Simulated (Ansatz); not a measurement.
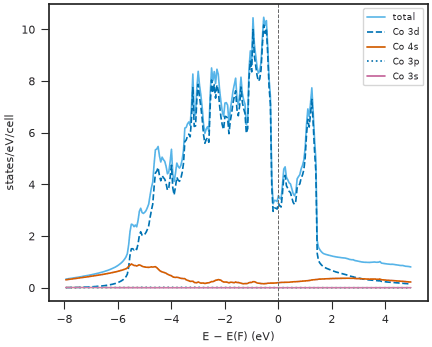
Figure: Total and projected density of states of Co (dhcp (α-La type), P6_3/mmc), plane-wave PAW LDA (Ansatz code)

### Question
Which orbitals carry the states next to the Fermi level?

### Answer
Within 0.5 eV of the Fermi level: Co 3d 94 %. Projections are on Löwdin-orthogonalised atomic valence shells; empty p or d shells of many metals are not among them.

### Question
Where is the tallest occupied peak in this window, and what makes it?

### Answer
Near -0.6 eV, about 10 states/eV per cell; the largest projected share is Co 3d.

The workflow started from a Materials Project entry (that database holds measured and hypothetical structures alike). Its sites differ from those of the usual phase in this space group: another stacking or structure type. The cell was relaxed with LDA under the symmetry of its start; its stability against distortions is not shown here. The final state is ferromagnetic, chosen from 5 collinear starts compared on coarse meshes (ties went to the first, and starts can fall back to one state), not a proven ground state.

Potentials: the later of the program's two PAW sets.
